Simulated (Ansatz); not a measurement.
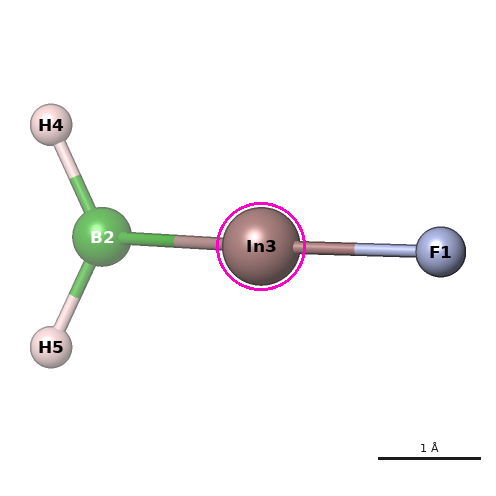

Orthographic view. Distant atoms are faded towards the background colour. Charge 0, doublet. The computed structure is the end point of a PBE-D4/def2-SVP optimisation. No frequency run is at hand to confirm it as a minimum.

Which atoms are bonded to the circled atom?

The circled atom is In3; it is bonded to F1, B2.

Which atom is nearest the viewer?

F1, 1.7 Å in front of the mean position.

Of B2 and In3, which is nearer the viewer?

In3; the bond to B2 points away from the viewer, so it looks shorter than its 2.18 Å.
